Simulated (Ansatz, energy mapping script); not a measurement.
# NiO: exchange couplings from total energies

How strongly do the moments of NiO couple under PBEsol+U (6 eV)? The plan is to run several orders and fit a Heisenberg model.

Main program and level: Ansatz 0.2.0; PBEsol with U = 6 eV on Ni d, ortho-atomic projectors; plane waves, U on orthogonalised atomic orbitals unless named otherwise, collinear spin, no spin–orbit coupling.

**What experiment says.**

“Local correlations, non-local screening, multiplets, and band formation in NiO” (2012, arxiv:1210.6675) quotes from earlier work for NiO, rock salt (NaCl structure) (bulk NiO, value quoted from literature): ordering temperature (Neel temperature) 523 K [Literature value cited from ref 1 in the introduction].

Report form: the programs' logs are mostly left out.

## (1) The starting structure

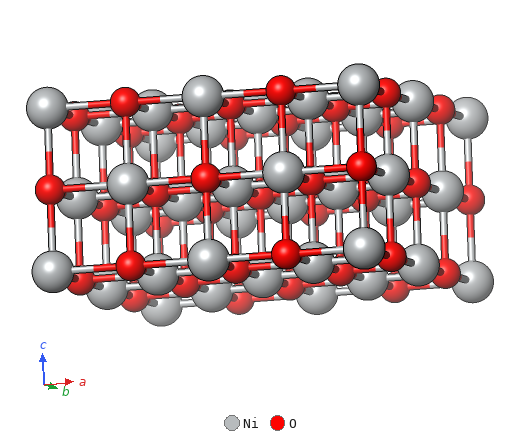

Start, viewed from a free direction; nickel light grey, oxygen red. 2×2×1 cells are drawn. This picture shows the conventional cell, with its axes. Some periodic images of atoms are drawn too.

The U corrects the self-interaction that lets semilocal functionals spread d and f electrons too far. Its value here is typed, not computed.

## (2) A run to fix the orbital filling

A corrected shell can settle in several orbital fillings. One parallel run, with an occupation width a fifth wider than the orders use, therefore is to supply the occupation matrices. All orders start from them.

input.yaml

```yaml
crystal:
  lattice:
    - [0.0, 2.085901641, 2.085901641]
    - [2.085901641, 0.0, 2.085901641]
    - [2.085901641, 2.085901641, 0.0]
  atoms:
    - { symbol: Ni, position: [0.0, 0.0, 0.0], spin: 2.0 }
    - { symbol: O, position: [0.5, 0.5, 0.5] }
magnetization:
  spin_polarized: true
kpoints:
  mp_grid: { grid: [11, 11, 11] }
hamiltonian:
  xc: pbesol
  hubbard:
    sites: [{ species: Ni, l: d, u_eff: 6.0 }]
    projectors: ortho-atomic
scf:
  occupations: { method: fermi_dirac, width: 0.06 }
output:
  eigenvalues: true
```

Run with:

```bash
ansatz run input.yaml --threads 4 --pin off --max-ram 8192MiB --backend cpu --events-out ev --progress --plain --runs-dir out
```

Run time: 2.7 s. Hardware: 4 threads of Arm Neoverse V1, shared host; peak memory 0.46 GiB.

This step gave:

```
final state                       : ferromagnetic
electrons in the corrected shells : 8.288 e
largest moment                    : 1.705 μB
```

## (3) Parallel start in cell A (4 atoms)

Each cell gets its own parallel run on the same mesh, so that most of the mesh error cancels in the differences.

input.yaml

```yaml
crystal:
  lattice:
    - [0.0, -2.085901641, -2.085901641]
    - [0.0, 2.085901641, -2.085901641]
    - [4.171803282, 0.0, 0.0]
  atoms:
    - { symbol: Ni, position: [0.5, 0.5, 0.5], spin: 2.0 }
    - { symbol: Ni, position: [0.0, 0.0, 0.0], spin: 2.0 }
    - { symbol: O, position: [0.5, 0.5, 0.0] }
    - { symbol: O, position: [0.0, 0.0, 0.5] }
magnetization:
  spin_polarized: true
kpoints:
  mp_grid: { grid: [9, 9, 6] }
hamiltonian:
  xc: pbesol
  hubbard:
    sites:
      - { species: Ni, l: d, u_eff: 6.0 }
      - { site: 0, l: d, u_eff: 6.0, starting_ns: [{ spin: up, occupation_matrix: ni1_major }, { spin: down, occupation_matrix: ni1_minor }] }
      - { site: 1, l: d, u_eff: 6.0, starting_ns: [{ spin: up, occupation_matrix: ni1_major }, { spin: down, occupation_matrix: ni1_minor }] }
    projectors: ortho-atomic
    occupation_matrices:
      ni1_major:
        matrix:
          - [0.998, 0.0, 0.0, 0.0, 0.0]
          - [0.0, 0.999, 0.0, 0.0, 0.0]
          - [0.0, 0.0, 0.999, 0.0, 0.0]
          - [0.0, 0.0, 0.0, 0.998, 0.0]
          - [0.0, 0.0, 0.0, 0.0, 0.999]
      ni1_minor:
        matrix:
          - [0.154, 0.0, 0.0, 0.0, 0.0]
          - [0.0, 0.997, 0.0, 0.0, 0.0]
          - [0.0, 0.0, 0.997, 0.0, 0.0]
          - [0.0, 0.0, 0.0, 0.154, 0.0]
          - [0.0, 0.0, 0.0, 0.0, 0.997]
scf:
  occupations: { method: fermi_dirac, width: 0.05 }
output:
  eigenvalues: true
```

Wall time 2.9 s (4 threads); peak memory 0.4 GiB; 10 s of CPU time.

Spin moment in the sphere by atom:

| atom | spin moment in the sphere (μB) |
| --- | --- |
| Ni1 | 1.71 |
| Ni2 | 1.71 |
| O3 | 0.22 |
| O4 | 0.22 |

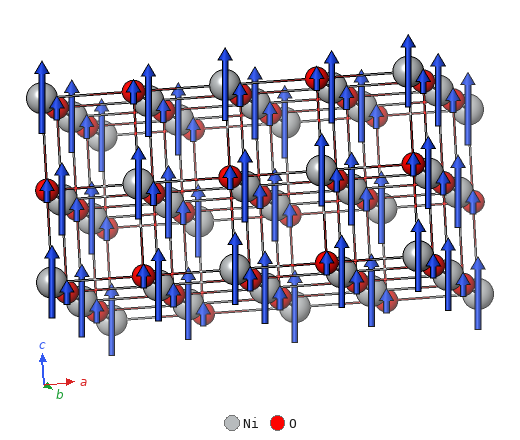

Spin moment in the sphere as arrows, the longest 1.71 μB. Up and down stand for the sign. Arrows give size and sign along the axis of quantisation, drawn up and down the page. Each arrow also spans its atom, so small moments look longer than they are. 2×2×1 conventional cells are drawn. Some periodic images of atoms are drawn too.

The run ends ferromagnetic.

## (4) Run 2 (compensated +−; cell A, 4 atoms)

This order reverses 8 of the 12 neighbours at 2.95 Å, 0 of the 6 neighbours at 4.17 Å and 16 of the 24 neighbours at 5.11 Å, counted for an average magnetic atom.

Changes to input.yaml since step 3:

```diff
@@ -7,3 +7,3 @@
     - { symbol: Ni, position: [0.5, 0.5, 0.5], spin: 2.0 }
-    - { symbol: Ni, position: [0.0, 0.0, 0.0], spin: 2.0 }
+    - { symbol: Ni, position: [0.0, 0.0, 0.0], spin: -2.0 }
     - { symbol: O, position: [0.5, 0.5, 0.0] }
@@ -20,3 +20,3 @@
       - { site: 0, l: d, u_eff: 6.0, starting_ns: [{ spin: up, occupation_matrix: ni1_major }, { spin: down, occupation_matrix: ni1_minor }] }
-      - { site: 1, l: d, u_eff: 6.0, starting_ns: [{ spin: up, occupation_matrix: ni1_major }, { spin: down, occupation_matrix: ni1_minor }] }
+      - { site: 1, l: d, u_eff: 6.0, starting_ns: [{ spin: up, occupation_matrix: ni1_minor }, { spin: down, occupation_matrix: ni1_major }] }
     projectors: ortho-atomic
```

Run time: 2.1 s. Hardware: 4 threads; peak memory 0.4 GiB; 7.4 s of CPU time.

Spin moment in the sphere by atom:

| atom | spin moment in the sphere (μB) |
| --- | --- |
| Ni1 | 1.71 |
| Ni2 | -1.71 |
| O3 | -0.08 |
| O4 | 0.08 |

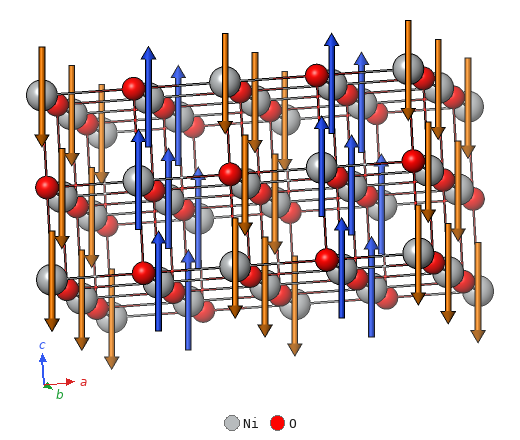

Spin moment in the sphere as arrows, the longest 1.71 μB. Up and down stand for the sign. Arrows give size and sign along the axis of quantisation, drawn up and down the page. The two directions have two colours. 2×2×1 conventional cells are drawn. Some periodic images of atoms are drawn too.

The run ends antiferromagnetic, 13.14 meV a magnetic atom above the parallel order of its cell.

## (5) Run 3 (parallel; cell B, 4 atoms)

The parallel order again, as the reference for this cell.

This run holds the same structure in another cell (c 4.172 → 5.109 Å, α 90.0 → 73.2°, β 90.0 → 73.2°, γ 90.0 → 60.0°).

input.yaml

```yaml
crystal:
  lattice:
    - [0.0, -2.085901641, -2.085901641]
    - [-2.085901641, 0.0, -2.085901641]
    - [2.085901641, 2.085901641, -4.171803282]
  atoms:
    - { symbol: Ni, position: [0.5, 0.5, 0.5], spin: 2.0 }
    - { symbol: Ni, position: [0.0, 0.0, 0.0], spin: 2.0 }
    - { symbol: O, position: [0.75, 0.75, 0.75] }
    - { symbol: O, position: [0.25, 0.25, 0.25] }
magnetization:
  spin_polarized: true
kpoints:
  mp_grid: { grid: [10, 10, 10] }
hamiltonian:
  xc: pbesol
  hubbard:
    sites:
      - { species: Ni, l: d, u_eff: 6.0 }
      - { site: 0, l: d, u_eff: 6.0, starting_ns: [{ spin: up, occupation_matrix: ni1_major }, { spin: down, occupation_matrix: ni1_minor }] }
      - { site: 1, l: d, u_eff: 6.0, starting_ns: [{ spin: up, occupation_matrix: ni1_major }, { spin: down, occupation_matrix: ni1_minor }] }
    projectors: ortho-atomic
    occupation_matrices:
      ni1_major:
        matrix:
          - [0.998, 0.0, 0.0, 0.0, 0.0]
          - [0.0, 0.999, 0.0, 0.0, 0.0]
          - [0.0, 0.0, 0.999, 0.0, 0.0]
          - [0.0, 0.0, 0.0, 0.998, 0.0]
          - [0.0, 0.0, 0.0, 0.0, 0.999]
      ni1_minor:
        matrix:
          - [0.154, 0.0, 0.0, 0.0, 0.0]
          - [0.0, 0.997, 0.0, 0.0, 0.0]
          - [0.0, 0.0, 0.997, 0.0, 0.0]
          - [0.0, 0.0, 0.0, 0.154, 0.0]
          - [0.0, 0.0, 0.0, 0.0, 0.997]
scf:
  occupations: { method: fermi_dirac, width: 0.05 }
output:
  eigenvalues: true
```

It took 5.8 s on 4 threads; peak memory 0.49 GiB.

The run ends ferromagnetic. For each magnetic atom its energy differs from the parallel run of the first cell by -0.04 meV, an error that one common reference would have brought in.

## (6) Compensated +− start in cell B (4 atoms)

This order reverses 6 of the 12 neighbours at 2.95 Å, 6 of the 6 neighbours at 4.17 Å and 12 of the 24 neighbours at 5.11 Å, counted for an average magnetic atom.

Changes to input.yaml since step 5:

```diff
@@ -7,3 +7,3 @@
     - { symbol: Ni, position: [0.5, 0.5, 0.5], spin: 2.0 }
-    - { symbol: Ni, position: [0.0, 0.0, 0.0], spin: 2.0 }
+    - { symbol: Ni, position: [0.0, 0.0, 0.0], spin: -2.0 }
     - { symbol: O, position: [0.75, 0.75, 0.75] }
@@ -20,3 +20,3 @@
       - { site: 0, l: d, u_eff: 6.0, starting_ns: [{ spin: up, occupation_matrix: ni1_major }, { spin: down, occupation_matrix: ni1_minor }] }
-      - { site: 1, l: d, u_eff: 6.0, starting_ns: [{ spin: up, occupation_matrix: ni1_major }, { spin: down, occupation_matrix: ni1_minor }] }
+      - { site: 1, l: d, u_eff: 6.0, starting_ns: [{ spin: up, occupation_matrix: ni1_minor }, { spin: down, occupation_matrix: ni1_major }] }
     projectors: ortho-atomic
```

Run time: 4 s. Hardware: 4 threads; peak memory 0.47 GiB; 14 s of CPU time.

The run ends antiferromagnetic, 116.91 meV a magnetic atom below the parallel order of its cell.

## (7) Order 5: parallel, cell C of 6 atoms

A new cell needs its own zero of energy.

input.yaml

```yaml
crystal:
  lattice:
    - [0.0, 2.085901641, 2.085901641]
    - [-2.085901641, 0.0, -2.085901641]
    - [-4.171803282, -4.171803282, 4.171803282]
  atoms:
    - { symbol: Ni, position: [0.0, 0.0, 0.0], spin: 2.0 }
    - { symbol: Ni, position: [0.333333333, 0.666666667, 0.666666667], spin: 2.0 }
    - { symbol: Ni, position: [0.666666667, 0.333333333, 0.333333333], spin: 2.0 }
    - { symbol: O, position: [0.666666667, 0.333333333, 0.833333333] }
    - { symbol: O, position: [0.0, 0.0, 0.5] }
    - { symbol: O, position: [0.333333333, 0.666666667, 0.166666667] }
magnetization:
  spin_polarized: true
kpoints:
  mp_grid: { grid: [10, 10, 4] }
hamiltonian:
  xc: pbesol
  hubbard:
    sites:
      - { species: Ni, l: d, u_eff: 6.0 }
      - { site: 0, l: d, u_eff: 6.0, starting_ns: [{ spin: up, occupation_matrix: ni1_major }, { spin: down, occupation_matrix: ni1_minor }] }
      - { site: 1, l: d, u_eff: 6.0, starting_ns: [{ spin: up, occupation_matrix: ni1_major }, { spin: down, occupation_matrix: ni1_minor }] }
      - { site: 2, l: d, u_eff: 6.0, starting_ns: [{ spin: up, occupation_matrix: ni1_major }, { spin: down, occupation_matrix: ni1_minor }] }
    projectors: ortho-atomic
    occupation_matrices:
      ni1_major:
        matrix:
          - [0.998, 0.0, 0.0, 0.0, 0.0]
          - [0.0, 0.999, 0.0, 0.0, 0.0]
          - [0.0, 0.0, 0.999, 0.0, 0.0]
          - [0.0, 0.0, 0.0, 0.998, 0.0]
          - [0.0, 0.0, 0.0, 0.0, 0.999]
      ni1_minor:
        matrix:
          - [0.154, 0.0, 0.0, 0.0, 0.0]
          - [0.0, 0.997, 0.0, 0.0, 0.0]
          - [0.0, 0.0, 0.997, 0.0, 0.0]
          - [0.0, 0.0, 0.0, 0.154, 0.0]
          - [0.0, 0.0, 0.0, 0.0, 0.997]
scf:
  occupations: { method: fermi_dirac, width: 0.05 }
output:
  eigenvalues: true
```

The job ended after 5.6 s (4 threads; peak memory 0.49 GiB).

The run ends ferromagnetic. For each magnetic atom its energy differs from the parallel run of the first cell by 0.02 meV, an error that one common reference would have brought in.

## (8) Run 6 (uncompensated ++−; cell C, 6 atoms)

This order reverses 4 of the 12 neighbours at 2.95 Å, 4 of the 6 neighbours at 4.17 Å and 12 of the 24 neighbours at 5.11 Å, counted for an average magnetic atom.

Changes to input.yaml since step 7:

```diff
@@ -8,3 +8,3 @@
     - { symbol: Ni, position: [0.333333333, 0.666666667, 0.666666667], spin: 2.0 }
-    - { symbol: Ni, position: [0.666666667, 0.333333333, 0.333333333], spin: 2.0 }
+    - { symbol: Ni, position: [0.666666667, 0.333333333, 0.333333333], spin: -2.0 }
     - { symbol: O, position: [0.666666667, 0.333333333, 0.833333333] }
@@ -23,3 +23,3 @@
       - { site: 1, l: d, u_eff: 6.0, starting_ns: [{ spin: up, occupation_matrix: ni1_major }, { spin: down, occupation_matrix: ni1_minor }] }
-      - { site: 2, l: d, u_eff: 6.0, starting_ns: [{ spin: up, occupation_matrix: ni1_major }, { spin: down, occupation_matrix: ni1_minor }] }
+      - { site: 2, l: d, u_eff: 6.0, starting_ns: [{ spin: up, occupation_matrix: ni1_minor }, { spin: down, occupation_matrix: ni1_major }] }
     projectors: ortho-atomic
```

The job ended after 7.7 s (4 threads; peak memory 0.51 GiB).

The run ends ferrimagnetic, 81.60 meV a magnetic atom below the parallel order of its cell.

## (9) Run 7 (parallel; cell D, 6 atoms)

This run holds the same structure in another cell (c 7.226 → 6.596 Å, α 90.0 → 102.9°, β 90.0 → 102.9°, γ 120.0 → 90.0°).

input.yaml

```yaml
crystal:
  lattice:
    - [0.0, 2.085901641, 2.085901641]
    - [0.0, 2.085901641, -2.085901641]
    - [-6.257704923, -2.085901641, 0.0]
  atoms:
    - { symbol: Ni, position: [0.0, 0.0, 0.0], spin: 2.0 }
    - { symbol: Ni, position: [0.333333333, 0.333333333, 0.666666667], spin: 2.0 }
    - { symbol: Ni, position: [0.666666667, 0.666666667, 0.333333333], spin: 2.0 }
    - { symbol: O, position: [0.833333333, 0.833333333, 0.666666667] }
    - { symbol: O, position: [0.166666667, 0.166666667, 0.333333333] }
    - { symbol: O, position: [0.5, 0.5, 0.0] }
magnetization:
  spin_polarized: true
kpoints:
  mp_grid: { grid: [9, 9, 9] }
hamiltonian:
  xc: pbesol
  hubbard:
    sites:
      - { species: Ni, l: d, u_eff: 6.0 }
      - { site: 0, l: d, u_eff: 6.0, starting_ns: [{ spin: up, occupation_matrix: ni1_major }, { spin: down, occupation_matrix: ni1_minor }] }
      - { site: 1, l: d, u_eff: 6.0, starting_ns: [{ spin: up, occupation_matrix: ni1_major }, { spin: down, occupation_matrix: ni1_minor }] }
      - { site: 2, l: d, u_eff: 6.0, starting_ns: [{ spin: up, occupation_matrix: ni1_major }, { spin: down, occupation_matrix: ni1_minor }] }
    projectors: ortho-atomic
    occupation_matrices:
      ni1_major:
        matrix:
          - [0.998, 0.0, 0.0, 0.0, 0.0]
          - [0.0, 0.999, 0.0, 0.0, 0.0]
          - [0.0, 0.0, 0.999, 0.0, 0.0]
          - [0.0, 0.0, 0.0, 0.998, 0.0]
          - [0.0, 0.0, 0.0, 0.0, 0.999]
      ni1_minor:
        matrix:
          - [0.154, 0.0, 0.0, 0.0, 0.0]
          - [0.0, 0.997, 0.0, 0.0, 0.0]
          - [0.0, 0.0, 0.997, 0.0, 0.0]
          - [0.0, 0.0, 0.0, 0.154, 0.0]
          - [0.0, 0.0, 0.0, 0.0, 0.997]
scf:
  occupations: { method: fermi_dirac, width: 0.05 }
output:
  eigenvalues: true
```

The job ended after 8.9 s (4 threads; peak memory 0.58 GiB).

The run ends ferromagnetic. For each magnetic atom its energy differs from the parallel run of the first cell by -0.03 meV, an error that one common reference would have brought in.

## (10) Uncompensated ++− start in cell D (6 atoms)

This order reverses 5.33 of the 12 neighbours at 2.95 Å, 1.33 of the 6 neighbours at 4.17 Å and 16 of the 24 neighbours at 5.11 Å, counted for an average magnetic atom.

Changes to input.yaml since step 9:

```diff
@@ -8,3 +8,3 @@
     - { symbol: Ni, position: [0.333333333, 0.333333333, 0.666666667], spin: 2.0 }
-    - { symbol: Ni, position: [0.666666667, 0.666666667, 0.333333333], spin: 2.0 }
+    - { symbol: Ni, position: [0.666666667, 0.666666667, 0.333333333], spin: -2.0 }
     - { symbol: O, position: [0.833333333, 0.833333333, 0.666666667] }
@@ -23,3 +23,3 @@
       - { site: 1, l: d, u_eff: 6.0, starting_ns: [{ spin: up, occupation_matrix: ni1_major }, { spin: down, occupation_matrix: ni1_minor }] }
-      - { site: 2, l: d, u_eff: 6.0, starting_ns: [{ spin: up, occupation_matrix: ni1_major }, { spin: down, occupation_matrix: ni1_minor }] }
+      - { site: 2, l: d, u_eff: 6.0, starting_ns: [{ spin: up, occupation_matrix: ni1_minor }, { spin: down, occupation_matrix: ni1_major }] }
     projectors: ortho-atomic
```

Run time: 11 s. Hardware: 4 threads; peak memory 0.6 GiB.

The run ends ferrimagnetic, 23.12 meV a magnetic atom below the parallel order of its cell.

## (11) Order 9: parallel, cell E of 6 atoms

This run holds the same structure in another cell (b 2.950 → 4.172 Å, c 6.596 → 5.109 Å, α 102.9 → 114.1°, β 102.9 → 106.8°).

input.yaml

```yaml
crystal:
  lattice:
    - [0.0, -2.085901641, -2.085901641]
    - [-4.171803282, 0.0, 0.0]
    - [2.085901641, 4.171803282, -2.085901641]
  atoms:
    - { symbol: Ni, position: [0.666666667, 0.666666667, 0.333333333], spin: 2.0 }
    - { symbol: Ni, position: [0.333333333, 0.333333333, 0.666666667], spin: 2.0 }
    - { symbol: Ni, position: [0.0, 0.0, 0.0], spin: 2.0 }
    - { symbol: O, position: [0.666666667, 0.166666667, 0.333333333] }
    - { symbol: O, position: [0.333333333, 0.833333333, 0.666666667] }
    - { symbol: O, position: [0.0, 0.5, 0.0] }
magnetization:
  spin_polarized: true
kpoints:
  mp_grid: { grid: [9, 9, 9] }
hamiltonian:
  xc: pbesol
  hubbard:
    sites:
      - { species: Ni, l: d, u_eff: 6.0 }
      - { site: 0, l: d, u_eff: 6.0, starting_ns: [{ spin: up, occupation_matrix: ni1_major }, { spin: down, occupation_matrix: ni1_minor }] }
      - { site: 1, l: d, u_eff: 6.0, starting_ns: [{ spin: up, occupation_matrix: ni1_major }, { spin: down, occupation_matrix: ni1_minor }] }
      - { site: 2, l: d, u_eff: 6.0, starting_ns: [{ spin: up, occupation_matrix: ni1_major }, { spin: down, occupation_matrix: ni1_minor }] }
    projectors: ortho-atomic
    occupation_matrices:
      ni1_major:
        matrix:
          - [0.998, 0.0, 0.0, 0.0, 0.0]
          - [0.0, 0.999, 0.0, 0.0, 0.0]
          - [0.0, 0.0, 0.999, 0.0, 0.0]
          - [0.0, 0.0, 0.0, 0.998, 0.0]
          - [0.0, 0.0, 0.0, 0.0, 0.999]
      ni1_minor:
        matrix:
          - [0.154, 0.0, 0.0, 0.0, 0.0]
          - [0.0, 0.997, 0.0, 0.0, 0.0]
          - [0.0, 0.0, 0.997, 0.0, 0.0]
          - [0.0, 0.0, 0.0, 0.154, 0.0]
          - [0.0, 0.0, 0.0, 0.0, 0.997]
scf:
  occupations: { method: fermi_dirac, width: 0.05 }
output:
  eigenvalues: true
```

Elapsed: 14 s, on 4 threads; peak memory 0.76 GiB.

The run ends ferromagnetic. For each magnetic atom its energy differs from the parallel run of the first cell by 0.05 meV, an error that one common reference would have brought in.

(Continued in part 2 of 2.)

[Logs and program files are shortened in this print: banners, set-up blocks, solver, clock and traceback lines can be left out without a mark of their own.]

[Logs are printed without paths, hosts, clocks, repeated set-up lines and the standing remarks that a program may print on its own settings, such as how far it seeks lower states.]

[Hosts, paths, dates, database ids (printed as entryN), source tags and the programs' standing remarks are cut or masked in the printed files.]

[Where a cell is said to come from a database of computed structures, the database is the Materials Project.]
